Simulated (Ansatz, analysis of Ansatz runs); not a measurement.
# A defect in a sheet: V_S in monolayer PtS2, part 2 of 2

Question: what does V_S cost in monolayer PtS2, which spin state does it take, and where do its states lie against the vacuum level? Model: a cell of 48 host atoms with 1 S taken out, with vacuum above and below.

Ansatz 0.2.0; plane-wave PAW DFT, LDA; supercells relaxed in a periodic cell with vacuum, the primitive cell and the final single points with the Coulomb interaction cut along the normal.

So far. Step 4 (Band edges against the vacuum level): The band edges were searched for over the zone, on the density of this mesh. The valence top lies 6.52 eV and the conduction bottom 4.77 eV below the vacuum level: a gap of 1.75 eV.

### Step 5. Relaxing the neutral defect

Level of this step: plane-wave PAW DFT, LDA, fully periodic cell with vacuum; relaxation of a defect in a monolayer at fixed charge, a uniform background where charged; PAW set soft_1 (Ansatz).

Atoms start from random displacements, so no symmetry is imposed. The relaxation runs in a plain periodic cell, 16 Å high against 32 Å with the cut-off, with 14 Å between the perfect sheet and its image; that is cheaper, but a defect with a dipole feels the field of its images there. Several total moments are run in turn (0 without spin polarisation, the others held), because an open shell can settle in more than one spin state.

File q0.relax/input.yaml:

```yaml
crystal:
  lattice:
    - [14.05397762, 0.0, 0.0]
    - [-7.02698881, 12.17110164, 0.0]
    - [0.0, 0.0, 16.0]
  atoms:
    - { symbol: Pt, position: [0.08333333, 0.16666667, 0.5] }
    - { symbol: S, position: [0.25, 0.0, 0.57575591] }
    - { symbol: S, position: [0.16666667, 0.08333333, 0.42424409] }
    - { symbol: Pt, position: [0.08333333, 0.41666667, 0.5] }
    - { symbol: S, position: [0.25, 0.25, 0.57575591] }
    - { symbol: S, position: [0.16666667, 0.33333333, 0.42424409] }
    - { symbol: Pt, position: [0.08333333, 0.66666667, 0.5] }
    - { symbol: S, position: [0.25, 0.5, 0.57575591] }
    - { symbol: S, position: [0.16666667, 0.58333333, 0.42424409] }
    - { symbol: Pt, position: [0.08333333, 0.91666667, 0.5] }
    - { symbol: S, position: [0.25, 0.75, 0.57575591] }
    - { symbol: S, position: [0.16666667, 0.83333333, 0.42424409] }
    - { symbol: Pt, position: [0.33333333, 0.16666667, 0.5] }
    - { symbol: S, position: [0.5, 0.0, 0.57575591] }
    - { symbol: S, position: [0.41666667, 0.08333333, 0.42424409] }
    - { symbol: Pt, position: [0.33333333, 0.41666667, 0.5] }
    - { symbol: S, position: [0.5, 0.25, 0.57575591] }
    - { symbol: S, position: [0.41666667, 0.33333333, 0.42424409] }
    - { symbol: Pt, position: [0.33333333, 0.66666667, 0.5] }
    - { symbol: S, position: [0.41666667, 0.58333333, 0.42424409] }
    - { symbol: Pt, position: [0.33333333, 0.91666667, 0.5] }
    - { symbol: S, position: [0.5, 0.75, 0.57575591] }
    - { symbol: S, position: [0.41666667, 0.83333333, 0.42424409] }
    - { symbol: Pt, position: [0.58333333, 0.16666667, 0.5] }
    - { symbol: S, position: [0.75, 0.0, 0.57575591] }
    - { symbol: S, position: [0.66666667, 0.08333333, 0.42424409] }
    - { symbol: Pt, position: [0.58333333, 0.41666667, 0.5] }
    - { symbol: S, position: [0.75, 0.25, 0.57575591] }
    - { symbol: S, position: [0.66666667, 0.33333333, 0.42424409] }
    - { symbol: Pt, position: [0.58333333, 0.66666667, 0.5] }
    - { symbol: S, position: [0.75, 0.5, 0.57575591] }
    - { symbol: S, position: [0.66666667, 0.58333333, 0.42424409] }
    - { symbol: Pt, position: [0.58333333, 0.91666667, 0.5] }
    - { symbol: S, position: [0.75, 0.75, 0.57575591] }
    - { symbol: S, position: [0.66666667, 0.83333333, 0.42424409] }
    - { symbol: Pt, position: [0.83333333, 0.16666667, 0.5] }
    - { symbol: S, position: [1.0, 0.0, 0.57575591] }
    - { symbol: S, position: [0.91666667, 0.08333333, 0.42424409] }
    - { symbol: Pt, position: [0.83333333, 0.41666667, 0.5] }
    - { symbol: S, position: [1.0, 0.25, 0.57575591] }
    - { symbol: S, position: [0.91666667, 0.33333333, 0.42424409] }
    - { symbol: Pt, position: [0.83333333, 0.66666667, 0.5] }
    - { symbol: S, position: [1.0, 0.5, 0.57575591] }
    - { symbol: S, position: [0.91666667, 0.58333333, 0.42424409] }
    - { symbol: Pt, position: [0.83333333, 0.91666667, 0.5] }
    - { symbol: S, position: [1.0, 0.75, 0.57575591] }
    - { symbol: S, position: [0.91666667, 0.83333333, 0.42424409] }
basis:
  ecutwfc: 420
  xc_grid: 2
hamiltonian:
  xc: lda
  pseudopotentials: { kind: paw, azcp: { folder: soft_1 }, xc_functional: pbe }
kpoints:
  mp_grid: { grid: [2, 2, 1] }
scf:
  occupations: { method: fixed }
  max_iter: 80
output:
  forces: true
relax:
  f_tol: 0.02
  max_steps: 80
  random_displacement: { amplitude: 0.05, seed: 5888 }
```

On the command line:

```console
> ansatz run input.yaml --threads 32 --pin off --max-ram 84787MiB --backend cuda --events-out ev --progress --plain --runs-dir out --max-vram 78GiB
```

Numbers of over 12 decimals in the logs are rounded to 6 here.

What it wrote:

```text
[... repeated set-up lines and file paths are left out, and long positions are rounded to six places ...]
[...]
Crystal: 47 atoms, lattice volume = 2736.838 Å³
Basis set: ecut = 420 eV, 53567 PW (Γ), exchange–correlation on 192×192×216 points (8 copies of the dense FFT grid, shifted against one another)
Bands: 285, of which v1, the nominal top of the filled ones, is band 237 counted from 1 (236 counted from 0)
Symmetry: 1 space group operations
k-points: 4
[...]
SCF iter   1: F=—  HF=-222931.929268 eV  |F-HF|=—  |Δ(HF+E_count)|=         —  Δρ=5.60e-2  dr2=1.01e2  ethr=3.10e-3  ⟨swp⟩=6.0  Hψ=4363  notcnv=0  defer=158
[...]
SCF iter   2: F=—  HF=-222916.245392 eV  |F-HF|=—  |Δ(HF+E_count)|=    1.57e1  Δρ=2.56e-2  dr2=2.82e1  ethr=3.10e-3  ⟨swp⟩=4.2  Hψ=2787  notcnv=0  defer=183
[...]
SCF iter  12: F=-222910.617682 eV  HF=-222910.617682 eV  |F-HF|=6.40e-7  |Δ(HF+E_count)|=   3.02e-6  Δρ=5.84e-6  dr2=1.17e-6  ethr=2.11e-9  ⟨swp⟩=4.0  Hψ=3485  notcnv=0
SCF 1 converged in 12 iterations: F = -222910.617682 eV  dr2 = 1.17e-6
[...]
relax step   1: F+E_penalty+E_count = -222910.61768232 eV  Δ(F+E_penalty+E_count) = +0.000e0 eV  max|allowed force component| = 1.705e0 eV/Å  Δτ_max = 0.0000 Å  (12 SCF iters, dr2 threshold 1.00e-5 eV, accepted)
[...]
relax step   2: F+E_penalty+E_count = -222911.34489806 eV  Δ(F+E_penalty+E_count) = -7.272e-1 eV  max|allowed force component| = 9.523e-1 eV/Å  Δτ_max = 0.1348 Å  (7 SCF iters, dr2 threshold 1.00e-4 eV, accepted)
relax step   3: F+E_penalty+E_count = -222911.68276939 eV  Δ(F+E_penalty+E_count) = -3.379e-1 eV  max|allowed force component| = 4.893e-2 eV/Å  Δτ_max = 0.0755 Å  (7 SCF iters, dr2 threshold 5.67e-5 eV, accepted)
[...]
relax step   4: F+E_penalty+E_count = -222911.68543926 eV  Δ(F+E_penalty+E_count) = -2.670e-3 eV  max|allowed force component| = 9.682e-3 eV/Å  Δτ_max = 0.0136 Å  (9 SCF iters, accepted)
SCF converged after 9 iterations
[...]
[... 13 atoms left out ...]
  max |Σ_I F_I| component: 3.63e-6 eV/Å
--- Relaxed structure (4 steps of the walk, 4 accepted, 0 SCFs on fresh bases) ---
  F+E_penalty+E_count = -222911.68543926 eV   max|allowed force component| = 9.682e-3 eV/Å
  atoms:
    - { symbol: Pt, position: [0.085170, 0.167733, 0.501735] }
    - { symbol: S, position: [0.250383, 0.000162, 0.575270] }
    [... 2 atoms left out ...]
    - { symbol: S, position: [0.255190, 0.253826, 0.575313] }
    [... 2 atoms left out ...]
    - { symbol: S, position: [0.255222, 0.500281, 0.575279] }
    [... 7 atoms left out ...]
    - { symbol: Pt, position: [0.339530, 0.419202, 0.496747] }
    [... 1 atom left out ...]
    - { symbol: S, position: [0.417335, 0.334083, 0.422214] }
    [... 1 atom left out ...]
    - { symbol: S, position: [0.417315, 0.582082, 0.422170] }
    [... 1 atom left out ...]
    - { symbol: S, position: [0.499216, 0.744310, 0.575192] }
    [... 4 atoms left out ...]
    - { symbol: Pt, position: [0.580251, 0.419166, 0.496733] }
    [... 2 atoms left out ...]
    - { symbol: Pt, position: [0.580251, 0.659963, 0.496692] }
    - { symbol: S, position: [0.745611, 0.500226, 0.575316] }
    - { symbol: S, position: [0.665353, 0.582107, 0.422223] }
    [... 15 atoms left out ...]
```

Elapsed: 5.8 s, on 1 × NVIDIA GB200 with 32 threads of Arm Neoverse V2, shared host; peak memory 1.5 GiB; 19 s of CPU time.

In the next tables energies count from the displaced start, and moves from the positions in the input.

The steps of the relaxation:

```
step  energy less that of the first step (eV)  largest force component (eV/Å)
   1                                   0.0000                          1.7053
   2                                  -0.7272                          0.9523
   3                                  -1.0651                          0.0489
   4                                  -1.0678                          0.0097
```

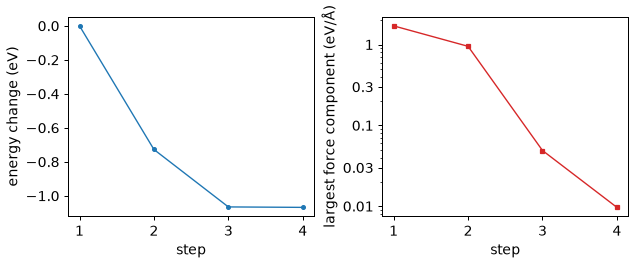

Energy and largest force along the relaxation.

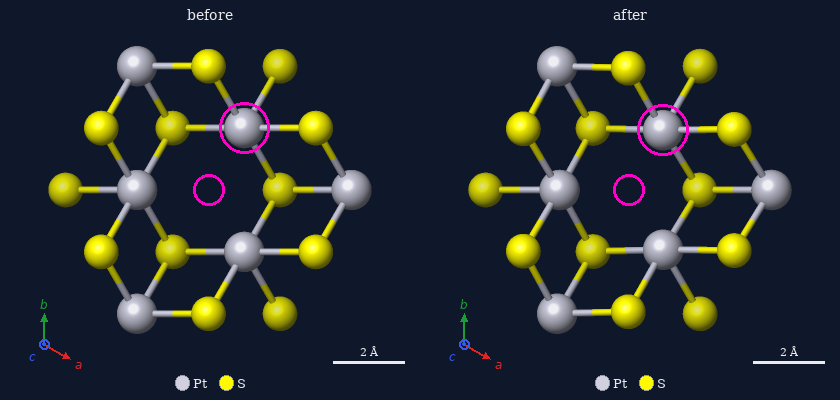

Before and after: the atoms that start within 5 Å of the centre. Pt30, which moves most, is ringed if it is among them. A ring with no atom in it marks the empty centre.

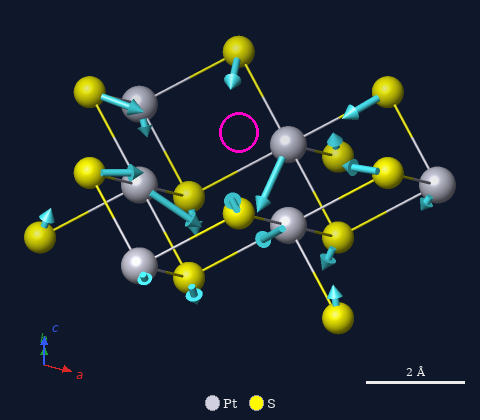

Displacements in the relaxation from the typed sites near the centre, exaggerated, the mean shift taken out; the longest in the cell stands for 0.10 Å. A ring marks the centre wherever it is empty.

The atoms that moved most (Å, from the sites as typed, ahead of the random displacement, the mean shift of all atoms taken out):

| atom | dx | dy | dz | length |
| --- | --- | --- | --- | --- |
| Pt30 | 0.000 | -0.075 | -0.059 | 0.095 |
| Pt16 | 0.065 | 0.038 | -0.058 | 0.095 |
| Pt27 | -0.065 | 0.037 | -0.058 | 0.095 |
| S8 | 0.067 | 0.010 | -0.013 | 0.069 |
| S5 | 0.042 | 0.053 | -0.013 | 0.069 |
| S31 | -0.067 | 0.010 | -0.013 | 0.069 |
| S22 | 0.025 | -0.062 | -0.015 | 0.069 |
| S34 | -0.026 | -0.062 | -0.013 | 0.069 |

Neighbours of the ideal centre at the end:

```csv
atom,distance (Å)
Pt30,2.322
Pt16,2.326
Pt27,2.333
S20,3.172
S32,3.176
S18,3.180
S22,3.439
S8,3.442
S34,3.443
S5,3.450
S31,3.450
S17,3.455
```

All neutral relaxations:

```
moment (μB)  filling    outcome  structures computed  largest displacement from the input (Å)  added thickness (Å)   time
          0    fixed  converged                    4                                     0.10                 0.08  5.8 s
          2  smeared  converged                    5                                     0.07                 0.04   22 s
```

With the common shift of the atoms taken out, the largest displacement is 0.10 Å, and the sheet with its defect is 0.08 Å thicker than the perfect one.

### Step 6. Energies and states on the vacuum scale

Single points with the cut-off give energies without the images along the normal, and levels against the vacuum; the images in the plane remain.

The cell differs from the one that the last finished run ended in (c 16.000 → 32.000 Å).

File q0.point.lda/input.yaml:

```yaml
crystal:
  lattice:
    - [14.05397762, 0.0, 0.0]
    - [-7.02698881, 12.17110164, 0.0]
    - [0.0, 0.0, 32.0]
  atoms:
    - { symbol: Pt, position: [0.08516983, 0.16773258, 0.50086767] }
    - { symbol: S, position: [0.25038311, 0.00016195, 0.53763492] }
[... 13 atom lines left out ...]
    - { symbol: Pt, position: [0.33953046, 0.41920246, 0.49837343] }
[... 1 atom line left out ...]
    - { symbol: S, position: [0.41733511, 0.33408291, 0.4611068] }
[... 1 atom line left out ...]
    - { symbol: S, position: [0.41731474, 0.58208235, 0.46108511] }
[... 6 atom lines left out ...]
    - { symbol: Pt, position: [0.58025093, 0.419166, 0.49836632] }
[... 2 atom lines left out ...]
    - { symbol: Pt, position: [0.58025078, 0.65996316, 0.49834596] }
[... 1 atom line left out ...]
    - { symbol: S, position: [0.66535279, 0.58210702, 0.46111159] }
[... 14 atom lines left out ...]
    - { symbol: S, position: [0.91605886, 0.83298185, 0.46223747] }
  periodic: [true, true, false]
basis:
  ecutwfc: 420
  xc_grid: 2
hamiltonian:
  xc: lda
  pseudopotentials: { kind: paw, azcp: { folder: soft_1 }, xc_functional: pbe }
kpoints:
  mp_grid: { grid: [2, 2, 1] }
scf:
  occupations: { method: fixed }
  max_iter: 80
output:
  forces: true
  eigenvalues: true
  eigenstates: { localisation: true }
  populations: true
  band_densities: [{ bands: [v1, v1] }, { bands: [c1, c1] }]
  write_density: true
  write_potential: true
  volumetric_format: npy
checkpoint:
  write: "../q0.point.lda.run"
  compress: false
  write_wavefunctions: false
  write_every: 100000
```

What it wrote:

```text
[...]
Crystal: 47 atoms, lattice volume = 5473.676 Å³
Basis set: ecut = 420 eV, 107069 PW (Γ), exchange–correlation on 192×192×432 points (8 copies of the dense FFT grid, shifted against one another)
Bands: 285, of which v1, the nominal top of the filled ones, is band 237 counted from 1 (236 counted from 0)
[...]
k-points: 4
[...]
SCF iter   1: F=—  HF=-222933.008084 eV  |F-HF|=—  |Δ(HF+E_count)|=         —  Δρ=3.97e-2  dr2=1.02e2  ethr=3.10e-3  ⟨swp⟩=7.8  Hψ=6047  notcnv=0  defer=184
[...]
SCF iter  14: F=—  HF=-222911.685243 eV  |F-HF|=—  |Δ(HF+E_count)|=   1.34e-7  Δρ=1.96e-6  dr2=4.85e-7  ethr=1.82e-10  ⟨swp⟩=2.8  Hψ=1770  notcnv=0  defer=183
SCF iter  15: F=-222911.685243 eV  HF=-222911.685243 eV  |F-HF|=6.00e-9  |Δ(HF+E_count)|=   9.02e-9  Δρ=9.55e-7  dr2=4.98e-8  ethr=2.11e-11  ⟨swp⟩=51.0  Hψ=18615  notcnv=0
SCF 1 converged in 15 iterations: F = -222911.685243 eV  dr2 = 4.98e-8
[...]
SCF converged after 15 iterations
Free energy (F): -222911.685243 eV
[...]
Fermi energy:    -6.080508 eV
[...]
--- Löwdin populations: 47 sites ---
[...]
spilling = 0.008201 (of n_electrons = 474.000000)
--- Band densities, each state counted as filled ---
[...]
```

Elapsed: 10 s, on 1 × NVIDIA GB200 with 32 threads; peak memory 4.9 GiB; 92 s of CPU time.

With the cut-off the largest force on the relaxed structure is 0.011 eV/Å, so the structure stays at rest.

From eigenstates.tsv, first k-point; energies on the run's zero. The participation number counts the atoms that a state is spread over, of 47; bands count from 0.

```csv
spin,band,energy (eV),occupation,participation,largest share on,share
both,231,-6.683,2.00,32.9,S43,0.06
both,232,-6.665,2.00,28.5,Pt19,0.06
both,233,-6.662,2.00,32.0,S18,0.07
both,234,-6.662,2.00,32.0,S20,0.06
both,235,-6.559,2.00,21.1,S32,0.07
both,236,-6.230,2.00,19.3,S6,0.09
both,237,-5.047,0.00,9.2,Pt30,0.21
both,238,-5.046,0.00,9.2,Pt16,0.20
both,239,-4.754,0.00,34.6,S12,0.06
both,240,-4.743,0.00,33.2,S37,0.05
both,241,-4.743,0.00,33.3,S15,0.05
```

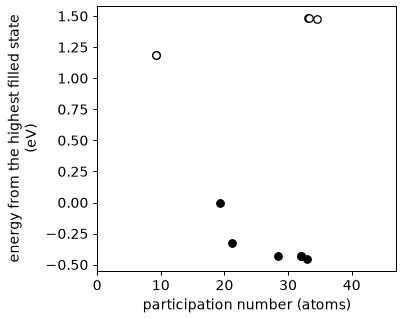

States next to the filling edge at the first k-point: energy against spread. Filled marks are occupied, open marks empty.

Under LDA at the first k-point of a 2×2×1 Γ-centred mesh, the highest filled state is spread over 19 of 47 atoms, and the lowest empty one, 1.18 eV above it, is spread over 9 of 47 atoms.

Formation energy from total energies, with S (S12 rings, Pnnm; not the stable S8 form) as references:

```
total moment (μB)  formation energy (eV)
                0                   2.08
                2                   2.90
```

At the limits that the elements set: 1.47 eV (Pt-rich) and 2.08 eV (S-rich); other compounds of these elements are not counted.

Levels in the gap that spread over about a quarter of the atoms at most (wider ones, and those within about 0.1 eV of an edge, are left out):

```
spin  occupation  above the perfect sheet's valence top (eV)  atoms it spreads over
both        0.00                                        1.48                    9.2
both        0.00                                        1.48                    9.2
```

### Step 7. Results

```
valence top of the perfect sheet below vacuum                               : 6.52 eV
gap of the perfect sheet (LDA)                                              : 1.75 eV
largest displacement, common shift taken out                                : 0.10 Å
atoms nearest to the centre                                                 : Pt 2.32, Pt 2.33, Pt 2.33, S 3.17, S 3.18, S 3.18 Å
formation energy, elements as references (LDA)                              : 2.08 eV
moment of the lowest state among those obtained                             : 0 μB
levels over 0.1 eV inside the gap, on about a quarter of the atoms or fewer : 2
further levels over 0.1 eV inside the gap, spread wider                     : 1
```

Under LDA the neutral defect costs 2.08 eV against the perfect sheet and the elements' reference phases, lowest with the moment held at 0 μB; the state with 2 μB lies 0.83 eV higher. 2 localised Kohn–Sham levels lie inside the gap, counting those on about a quarter of the atoms or fewer and clear of the band edges; the lowest empty one is 0.27 eV below the conduction bottom. 1 more level lies inside the gap, spread over more atoms. What this leaves open: the images lie 14.1 Å apart in the plane; semilocal functionals make the gap too small and spread bound carriers; Kohn–Sham levels are not transition levels, and excitons, strong in sheets, are left out; spin–orbit coupling, which matters for the heavy atoms here, is left out; a free-standing sheet, no substrate.

[Logs are printed without paths, hosts, clocks, repeated set-up lines and the standing remarks that a program may print on its own settings, such as how far it seeks lower states.]

[Hosts, paths, dates, database ids (printed as entryN), source tags and the programs' standing remarks are cut or masked in the printed files.]

[Maps of the electrostatic potential energy from Ansatz leave out the sawtooth potential of an applied field or a dipole correction, so their vacuum need not be flat.]
